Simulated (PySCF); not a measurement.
**C4H11BOSi (SMILES BC[SiH2]OCC=C): density, localisation and related maps**

| atom | x (Å) | y (Å) | z (Å) |
| --- | --- | --- | --- |
| B | -2.6731 | 1.1119 | 0.1564 |
| C | -2.6745 | -0.2056 | -0.6502 |
| Si | -1.1567 | -1.2239 | -0.1054 |
| O | 0.1114 | -0.2772 | -0.4350 |
| C | 1.4778 | -0.5641 | -0.3033 |
| C | 2.2876 | 0.5634 | -0.8647 |
| C | 3.3593 | 1.0739 | -0.2899 |
| H | -2.1843 | 2.0820 | -0.2795 |
| H | -3.1445 | 1.1392 | 1.2291 |
| H | -2.6079 | -0.0737 | -1.7284 |
| H | -3.5236 | -0.8535 | -0.4439 |
| H | -1.1858 | -1.5963 | 1.3154 |
| H | -1.0895 | -2.4742 | -0.8815 |
| H | 1.7063 | -1.4892 | -0.8528 |
| H | 1.7233 | -0.7331 | 0.7516 |
| H | 1.9175 | 0.9494 | -1.8040 |
| H | 3.9179 | 1.8751 | -0.7417 |
| H | 3.7302 | 0.7023 | 0.6513 |

Geometry: GFN2-xTB.

All numbers below come from B3LYP/def2-SVPD, SCF density, gas phase (PySCF 2.14.0).

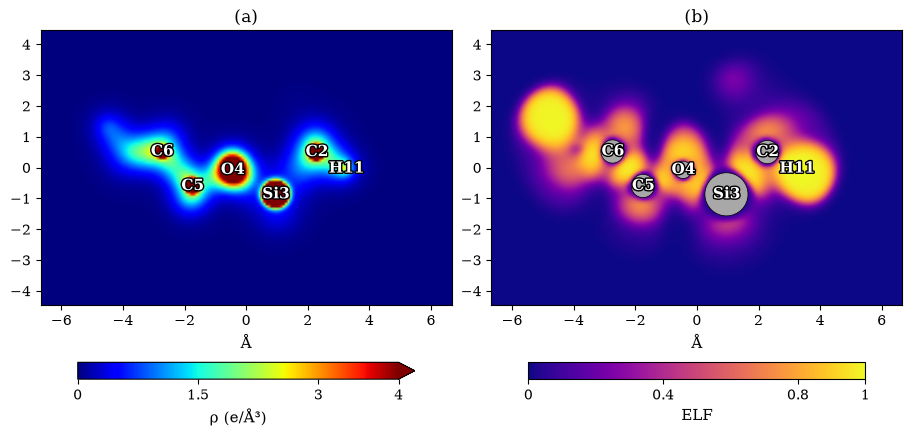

Figure 1. (a) electron density; (b) electron localisation function on the plane of atoms C2, Si3 and O4. Grey discs cover the atomic cores in the ELF map.

Question: What do the fields say about this system?

Answer:
- The plane passes through C, Si, O and H nuclei.
- C–O (1.40 Å): the density is about 2.1 e/Å³ at the midpoint, with its minimum of 1.7 e/Å³ about 0.5 Å from C; the ELF peaks at about 0.90 between the atoms; a polar covalent bond.
- Si–O (1.62 Å): ρ is about 1.2 e/Å³ halfway; the ELF peaks at about 0.85 between the atoms (a polar covalent bond).
- C–Si (1.91 Å): the density is about 0.88 e/Å³ at the midpoint; the ELF peaks at about 0.95 between the atoms: localised, covalent bonding.
- C–H (1.09 Å): ρ is about 1.9 e/Å³ halfway; the ELF climbs to about 1 towards the hydrogen, as it does in any bond to H; an ordinary covalent bond to hydrogen.
- C–C (1.50 Å): the density is about 1.8 e/Å³ at the midpoint; the ELF peaks at about 0.95 between the atoms: localised, covalent bonding.
- The ELF also peaks beside O4, away from the bonds: lone-pair regions.

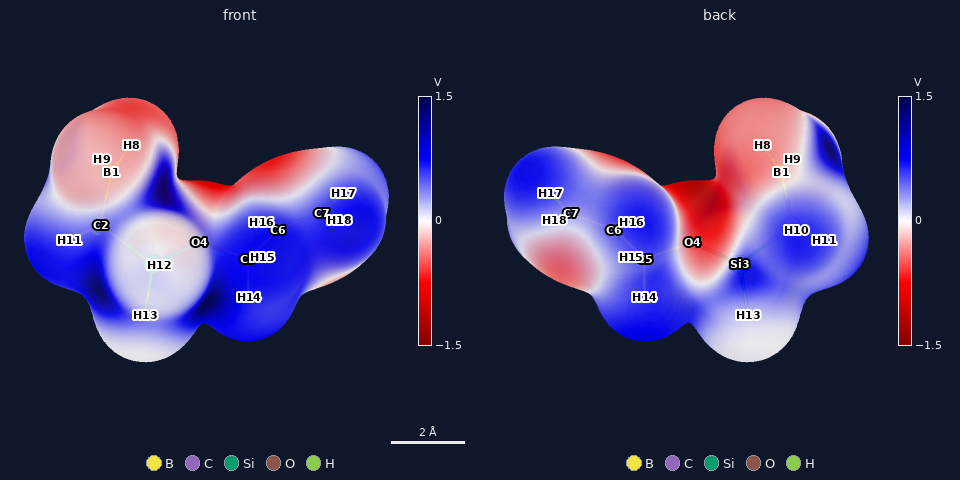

Figure 2. The electrostatic potential painted on the density surface at 0.002 e/bohr³, seen from the front and from behind; the colour scale runs from red (negative) to blue (positive).

Question: Which sites attract a positive test charge, and which a negative one?

Answer: A positive charge is drawn to the negative regions and a negative charge to the positive ones. The most negative region (about −1.1 V) lies over O4, the most positive (about +1.4 V) over B1 and Si3. O4 is the likeliest acceptor of a hydrogen bond.

Question: How polar is the molecule by this calculation?

Answer: Its dipole moment is 1.37 D.
